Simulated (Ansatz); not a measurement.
C$_{2}$H$_{4}$OSi (SMILES O[SiH]1C=C1)

Input

```
crystal:
  periodic: [false, false, false]
  atoms:
    - { symbol: O, position_ang: [-0.4295, 1.5031, -1.0156] }
    - { symbol: Si, position_ang: [0.4068, 0.711, 0.0736] }
    - { symbol: C, position_ang: [0.5535, -1.014, -0.1371] }
    - { symbol: C, position_ang: [-0.3416, -0.7207, 0.6652] }
    - { symbol: H, position_ang: [-1.1032, 1.0112, -1.561] }
    - { symbol: H, position_ang: [1.0132, 1.4941, 1.1854] }
    - { symbol: H, position_ang: [1.1225, -1.8602, -0.5232] }
    - { symbol: H, position_ang: [-1.1295, -1.1817, 1.257] }
basis:
  gaussian: { orbitals: def2-SVP }
hamiltonian:
  xc: pbe
relax:
  f_tol: 0.02
  max_steps: 40
output:
  orbitals: {}
```

Launched as:

```sh
ansatz run input.yaml --threads 1 --pin off --max-ram 2048MiB --backend cpu --events-out ev --progress --plain --runs-dir out
```

The fields are those of the relaxed geometry.

Method: RKS PBE/def2-SVP (Ansatz).

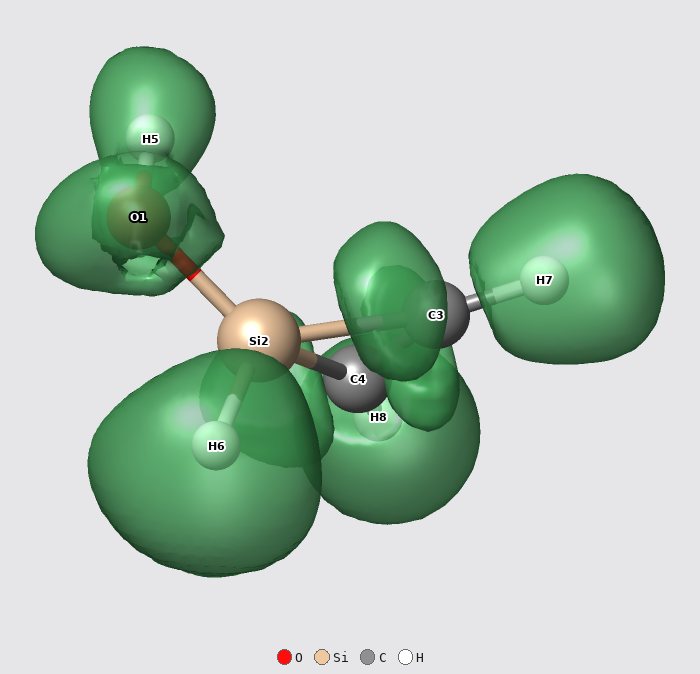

Figure 1. Isosurface of the electron localisation function at 0.8 (green), seen at a tilt. Core shells and regions of very low density are left out.

Q: Identify the bonds, lone pairs and shells in this picture.

A: The ELF exceeds this value in one region between bonded C–C atoms (shared pairs), three regions around hydrogen nuclei, two lobes on C, pointing away from the bonds (lone pairs) and one joined region spread over several atoms (H, O), in which their bonds and any lone pairs are merged.


C–C (1.36 Å): the ELF peaks at about 0.90 between the atoms (localised, covalent bonding). Si–O (1.68 Å): the ELF peaks at about 0.85 between the atoms; a shared but strongly polarised pair.

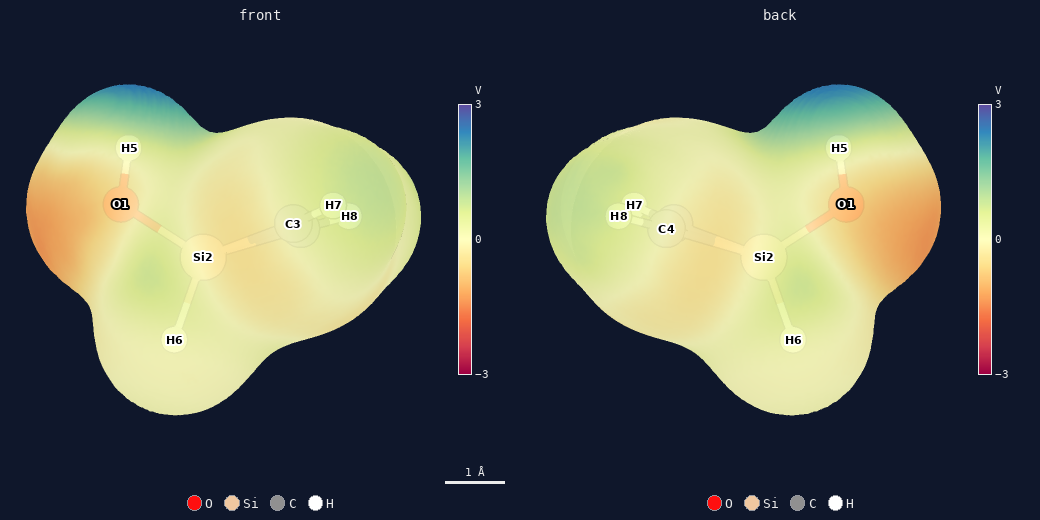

Figure 2. The electrostatic potential painted on the density surface at 0.002 e/bohr³, seen from the front and from behind; red is negative and blue positive.

Q: Describe the electrostatic potential map.

A: The most negative region (about −1.3 V) lies over O1, the most positive (about +2.4 V) over H5. O1 is the likeliest acceptor of a hydrogen bond.

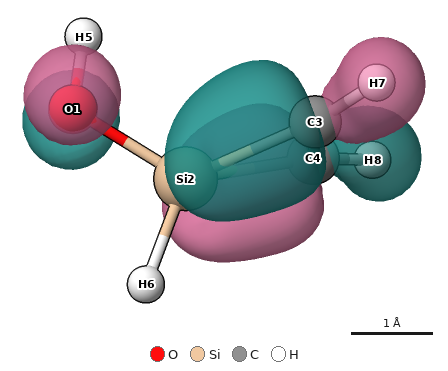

Figure 3. The HOMO at ±0.15 Å⁻³ᐟ² (teal and pink are the two phases), seen at a tilt.

Q: Where does this orbital lie, and at what energy?

A: By Hirshfeld shares it lies mainly on Si2 (about 25 %), C3 (about 25 %), C4 (about 25 %) and O1 (about 15 %). Its energy is −5.86 eV.
